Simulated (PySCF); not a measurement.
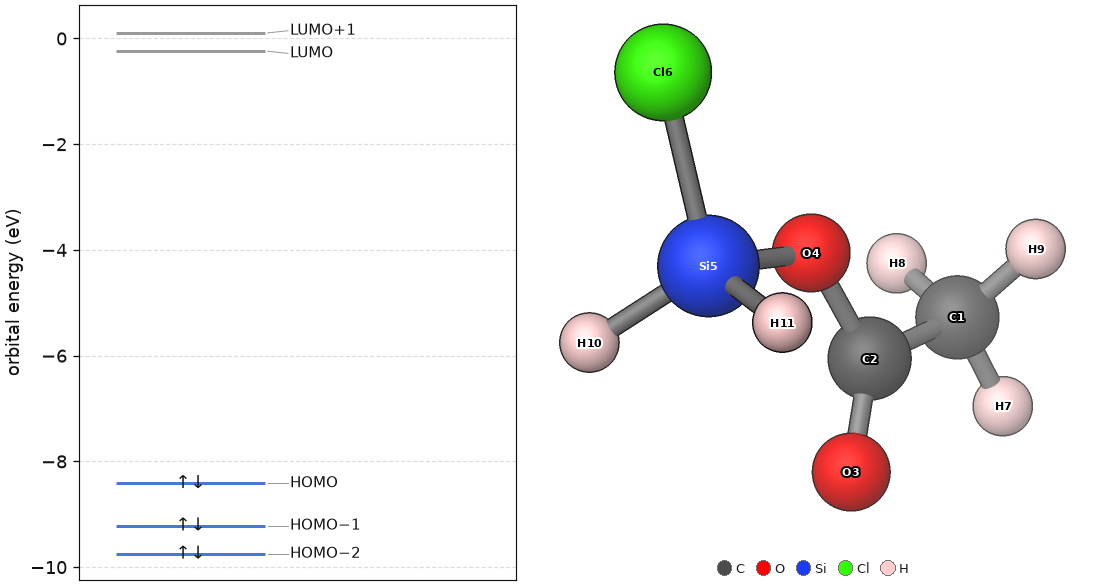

C₂H₅ClO₂Si, SMILES CC(=O)O[SiH2]Cl. Kohn-Sham orbital energies near the frontier, PBE0/def2-SVPD with PySCF, at a GFN2-xTB geometry (no frequency check), isolated molecule; empty levels in grey, levels within 0.03 eV side by side.

### Where do the frontier orbitals lie?

HOMO at −8.42 eV, LUMO at −0.24 eV, 8.17 eV apart.

### On which atoms do HOMO and LUMO mostly sit?

HOMO: O3 66 %, O4 10 %, C1 8 %. LUMO: C2 37 %, O3 30 %, O4 12 % (Löwdin shares).

Caveats: the tight-binding geometry is rougher than a DFT one and adds to the error; one conformer of a flexible molecule; empty levels above zero depend strongly on the basis.
